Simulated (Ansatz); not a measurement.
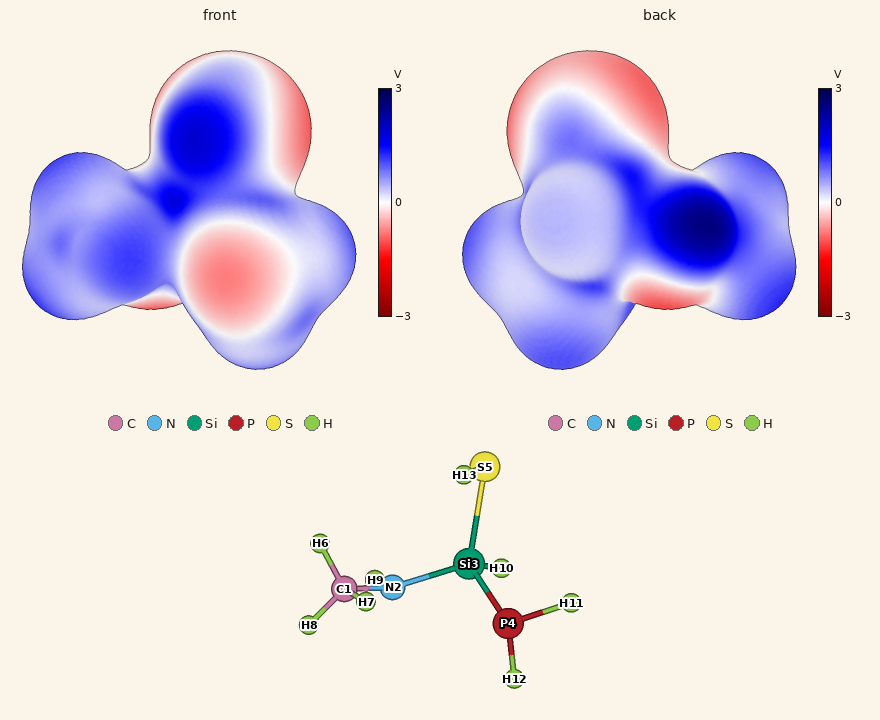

The picture shows: CH₈NPSSi. The molecular electrostatic potential painted on the density surface at 0.004 e/bohr³, seen from the front and from behind; the colour scale runs from red (negative) to blue (positive). The bare structure is drawn below in the same view.

Geometry: PBE0-D4/def2-TZVP.

Theory: RKS PBE0-D4/def2-TZVPP (Ansatz 0.2.0).

```
atom    x (Å)    y (Å)    z (Å)
   C  -1.2715   1.0111   0.9448
   N  -0.9675   0.5935  -0.4087
  Si   0.4841  -0.1818  -0.8722
   P   0.7081  -2.0058   0.4224
   S   2.3214   0.9234  -0.6589
   H  -0.8788   2.0059   1.1885
   H  -0.8365   0.3025   1.6539
   H  -2.3511   1.0169   1.1170
   H  -1.4108   1.1667  -1.1107
   H   0.3906  -0.4054  -2.3355
   H   1.7715  -2.5293  -0.3560
   H  -0.3003  -2.7456  -0.2501
   H   2.3613   0.8133   0.6802
```

**Which sites attract a positive test charge, and which a negative one?**

A positive charge is drawn to the negative regions and a negative charge to the positive ones. The most negative region (about −1.0 V) lies over N2, the most positive (about +2.5 V) over H9.
